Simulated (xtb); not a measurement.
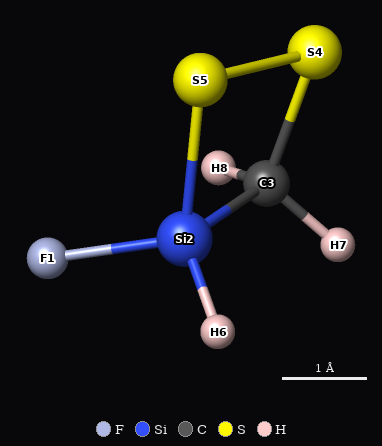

*The structure as given in the input (ball-and-stick view, seen at a tilt; atoms are numbered from 1 in the order of the input).*

Bond lengths as drawn: C–H 1.07 to 1.16 Å, C–S 1.81 Å, C–Si 1.92 Å, F–Si 1.75 Å, H–Si 1.37 Å, S–S 2.10 Å and S–Si 2.05 Å.

Geometry relaxation of CH3FS2Si (part 1 of 4)

The run: geometry relaxation of CH3FS2Si. Method and program: GFN1-xTB (xtb 6.7.1).

Output
```
* xtb version 6.7.1
   ID    Z sym.   atoms
    1    9 F      1
    2   14 Si     2
    3    6 C      3
    4   16 S      4, 5
    5    1 H      6-8

           -------------------------------------------------
          |                Calculation Setup                |
           -------------------------------------------------

          program call               : xtb struc.xyz --chrg 0 --gfn1 --opt normal
          coordinate file            : struc.xyz
          omp threads                :                     1

molecular fragmentation (1/2 indicates fragments):
11111211
# atoms in fragment 1/2:     7     1
 fragment masses (1/2) :      125.24        1.01
CMA distance (Bohr)    :   4.583
constraining FC (au)   :  0.0500
########################################################################
[WARNING] Please study the warnings concerning your input carefully
-1- prog_main_parseArguments: The use of '--gfn1' is discouraged, please use '--gfn 1' next time
########################################################################

           -------------------------------------------------
          |                 G F N 1 - x T B                 |
           -------------------------------------------------

      * Hamiltonian:
        H0-scaling (s, p, d)           1.850000    2.250000    2.000000
        zeta-weighting                 0.000000
      * Dispersion:
        s8                             2.400000
        a1                             0.630000
        a2                             5.000000
        s9                             0.000000
      * Repulsion:
        kExp                           1.500000
        rExp                           1.000000
      * Coulomb:
        alpha                          2.000000
        third order                    atomic
        anisotropic                    false
      * Halogen bond correction:
        rad-scale                      1.300000
        damping                        0.440000

          ...................................................
          :                      SETUP                      :
          :.................................................:
          :  # basis functions                  44          :
          :  # atomic orbitals                  41          :
          :  # shells                           19          :
          :  # electrons                        30          :
          :  # halogen bonds                     0          :
          :  max. iterations                   250          :
          :  Hamiltonian                  GFN1-xTB          :
          :  restarted?                      false          :
          :  GBSA solvation                  false          :
          :  PC potential                    false          :
          :  electronic temp.          300.0000000     K    :
          :  accuracy                    1.0000000          :
          :  -> integral cutoff          0.2500000E+02      :
          :  -> integral neglect         0.1000000E-07      :
          :  -> SCF convergence          0.1000000E-05 Eh   :
          :  -> wf. convergence          0.2000000E-04 e    :
          :  Broyden damping             0.4000000          :
          :  net charge                          0          :
          :  unpaired electrons                  0          :
          ...................................................

 iter      E             dE          RMSdq      gap      omega  full diag
   1    -18.2815139 -0.182815E+02  0.696E+00    3.11       0.0  T
   2    -18.2872964 -0.578249E-02  0.411E+00    3.08       1.0  T
   3    -18.2871715  0.124869E-03  0.347E-01    3.07       1.0  T
   4    -18.2877443 -0.572784E-03  0.201E-01    3.06       1.0  T
   5    -18.2879257 -0.181406E-03  0.750E-02    3.07       1.0  T
   6    -18.2879870 -0.613121E-04  0.220E-02    3.07       1.6  T
   7    -18.2879874 -0.396138E-06  0.133E-02    3.07       2.7  T
   8    -18.2879896 -0.215112E-05  0.208E-03    3.07      17.0  T
   9    -18.2879896 -0.626464E-07  0.140E-04    3.07     251.6  T
  10    -18.2879896 -0.835634E-10  0.971E-05    3.07     364.2  T

   *** convergence criteria satisfied after 10 iterations ***

         #    Occupation            Energy/Eh            Energy/eV
      -------------------------------------------------------------
         1        2.0000           -0.8855805             -24.0979
       ...           ...                  ...                  ...
         9        2.0000           -0.5185539             -14.1106
        10        2.0000           -0.5090421             -13.8517
        11        2.0000           -0.5043771             -13.7248
        12        2.0000           -0.4602867             -12.5250
        13        2.0000           -0.4533055             -12.3351
        14        2.0000           -0.4190056             -11.4017
        15        2.0000           -0.3842184             -10.4551 (HOMO)
        16                         -0.2714852              -7.3875 (LUMO)
        17                         -0.2044936              -5.5646
        18                         -0.1849044              -5.0315
        19                         -0.1588266              -4.3219
        20                         -0.1314431              -3.5767
       ...                                ...                  ...
        41                          1.7048765              46.3920
      -------------------------------------------------------------
                  HL-Gap            0.1127333 Eh            3.0676 eV
             Fermi-level           -0.3278518 Eh           -8.9213 eV

 SCC (total)                   0 d,  0 h,  0 min,  0.029 sec
 SCC setup                      ...        0 min,  0.000 sec (  0.481%)
 Dispersion                     ...        0 min,  0.000 sec (  0.176%)
 classical contributions        ...        0 min,  0.000 sec (  0.072%)
 integral evaluation            ...        0 min,  0.007 sec ( 23.731%)
 iterations                     ...        0 min,  0.008 sec ( 27.783%)
 molecular gradient             ...        0 min,  0.014 sec ( 46.481%)
 printout                       ...        0 min,  0.000 sec (  1.198%)

         :::::::::::::::::::::::::::::::::::::::::::::::::::::
         ::                     SUMMARY                     ::
         :::::::::::::::::::::::::::::::::::::::::::::::::::::
         :: total energy             -18.200209207696 Eh    ::
         :: gradient norm              0.126632208344 Eh/a0 ::
         :: HOMO-LUMO gap              3.067628254369 eV    ::
         ::.................................................::
         :: SCC energy               -18.287989641952 Eh    ::
         :: -> electrostatic           0.020451380609 Eh    ::
         :: repulsion energy           0.091371488237 Eh    ::
         :: dispersion energy         -0.003591053981 Eh    ::
         :: halogen bond corr.         0.000000000000 Eh    ::
         :: add. restraining           0.000000000000 Eh    ::
         :: total charge               0.000000000000 e     ::
         :::::::::::::::::::::::::::::::::::::::::::::::::::::

      -----------------------------------------------------------
     |                   =====================                   |
     |                        A N C O P T                        |
     |                   =====================                   |
     |               Approximate Normal Coordinate               |
     |                Rational Function Optimizer                |
      -----------------------------------------------------------
      -----------------------------------------------------------
     |                   =====================                   |
     |                        A N C O P T                        |
     |                   =====================                   |
     |               Approximate Normal Coordinate               |
     |                Rational Function Optimizer                |
      -----------------------------------------------------------

          ...................................................
          :                      SETUP                      :
          :.................................................:
          :   optimization level            normal          :
          :   max. optcycles                   200          :
          :   ANC micro-cycles                  20          :
          :   degrees of freedom                18          :
          :.................................................:
          :   RF solver                   davidson          :
          :   write xtbopt.log                true          :
          :   linear?                        false          :
          :   energy convergence         0.5000000E-05 Eh   :
          :   grad. convergence          0.1000000E-02 Eh/α :
          :   maxmium RF displ.          1.0000000          :
          :   Hlow (freq-cutoff)         0.1000000E-01      :
          :   Hmax (freq-cutoff)         5.0000000          :
          :   S6 in model hess.         20.0000000          :
          ...................................................

generating ANC from exact Hessian ...
Using Lindh-Hessian (1995)
 Shifting diagonal of input Hessian by    5.3247929248568292E-003
 Lowest  eigenvalues of input Hessian
    0.000000    0.000000    0.000000    0.000000    0.000000    0.000000
    0.010000    0.017978    0.021925    0.026428    0.030682    0.043893
    0.060736    0.068743    0.089027    0.110653    0.248996    0.272376
 Highest eigenvalues
    0.331740    0.626761    0.862924    0.946914    1.062486    1.086959

........................................................................
.............................. CYCLE    1 ..............................
........................................................................

 iter      E             dE          RMSdq      gap      omega  full diag
   1    -18.2879896 -0.182880E+02  0.796E-06    3.07       0.0  T
   2    -18.2879896 -0.152767E-12  0.418E-06    3.07    8464.4  T
   3    -18.2879896 -0.959233E-13  0.282E-06    3.07   12535.8  T
     SCC iter.                  ...        0 min,  0.003 sec
     gradient                   ...        0 min,  0.014 sec
 * total energy  :   -18.2002092 Eh     change       -0.1215099E-09 Eh
   gradient norm :     0.1266313 Eh/α   predicted     0.0000000E+00 (-100.00%)
   displ. norm   :     0.5485911 α      lambda       -0.3961000E-01
   maximum displ.:     0.3023610 α      in ANC's #5, #7, #6, ...

........................................................................
.............................. CYCLE    2 ..............................
........................................................................

 iter      E             dE          RMSdq      gap      omega  full diag
   1    -18.2959007 -0.182959E+02  0.267E-01    3.09       0.0  T
   2    -18.2963777 -0.476958E-03  0.150E-01    3.11       1.0  T
   3    -18.2964684 -0.907225E-04  0.686E-02    3.10       1.0  T
   4    -18.2964796 -0.112422E-04  0.278E-02    3.10       1.3  T
   5    -18.2964826 -0.296737E-05  0.820E-03    3.10       4.3  T
   6    -18.2964829 -0.281706E-06  0.485E-03    3.10       7.3  T
   7    -18.2964830 -0.123661E-06  0.134E-03    3.10      26.4  T
   8    -18.2964830 -0.993708E-09  0.302E-04    3.10     117.2  T
   9    -18.2964830 -0.224524E-09  0.297E-05    3.10    1188.6  T
  10    -18.2964830 -0.239808E-11  0.102E-06    3.10   34724.8  T
     SCC iter.                  ...        0 min,  0.007 sec
     gradient                   ...        0 min,  0.014 sec
 * total energy  :   -18.2208888 Eh     change       -0.2067964E-01 Eh
   gradient norm :     0.0665770 Eh/α   predicted    -0.2576535E-01 (  24.59%)
   displ. norm   :     0.1873063 α      lambda       -0.7928210E-02
   maximum displ.:     0.0869548 α      in ANC's #8, #17, #3, ...

........................................................................
.............................. CYCLE    3 ..............................
........................................................................

 iter      E             dE          RMSdq      gap      omega  full diag
   1    -18.3068168 -0.183068E+02  0.211E-01    3.11       0.0  T
   2    -18.3071099 -0.293076E-03  0.960E-02    3.10       1.0  T
   3    -18.3071607 -0.507854E-04  0.558E-02    3.11       1.0  T
   4    -18.3071765 -0.158260E-04  0.207E-02    3.10       1.7  T
   5    -18.3071769 -0.401889E-06  0.644E-03    3.10       5.5  T
   6    -18.3071772 -0.346016E-06  0.234E-03    3.10      15.1  T
   7    -18.3071773 -0.285184E-07  0.314E-04    3.10     112.6  T
   8    -18.3071773 -0.409408E-09  0.106E-04    3.10     334.0  T
   9    -18.3071773 -0.207940E-10  0.124E-05    3.10    2848.6  T
     SCC iter.                  ...        0 min,  0.007 sec
     gradient                   ...        0 min,  0.014 sec
 * total energy  :   -18.2261513 Eh     change       -0.5262456E-02 Eh
   gradient norm :     0.0315584 Eh/α   predicted    -0.4103181E-02 ( -22.03%)
   displ. norm   :     0.0879842 α      lambda       -0.2217216E-02
   maximum displ.:     0.0591132 α      in ANC's #17, #11, #2, ...

........................................................................
.............................. CYCLE    4 ..............................
........................................................................

 iter      E             dE          RMSdq      gap      omega  full diag
   1    -18.3120482 -0.183120E+02  0.155E-01    3.13       0.0  T
   2    -18.3122573 -0.209124E-03  0.579E-02    3.13       1.0  T
   3    -18.3122685 -0.111289E-04  0.365E-02    3.13       1.0  T
   4    -18.3122747 -0.619894E-05  0.152E-02    3.13       2.3  T
   5    -18.3122750 -0.365897E-06  0.384E-03    3.13       9.2  T
   6    -18.3122751 -0.999900E-07  0.172E-03    3.13      20.5  T
   7    -18.3122751 -0.172169E-07  0.277E-04    3.13     127.4  T
   8    -18.3122751 -0.407034E-09  0.852E-05    3.13     414.8  T
   9    -18.3122751 -0.910916E-11  0.635E-06    3.13    5569.7  T
     SCC iter.                  ...        0 min,  0.007 sec
     gradient                   ...        0 min,  0.014 sec
 * total energy  :   -18.2272951 Eh     change       -0.1143775E-02 Eh
   gradient norm :     0.0081766 Eh/α   predicted    -0.1117189E-02 (  -2.32%)
   displ. norm   :     0.0822442 α      lambda       -0.2296182E-03
   maximum displ.:     0.0482404 α      in ANC's #1, #3, #4, ...

........................................................................
.............................. CYCLE    5 ..............................
........................................................................
```
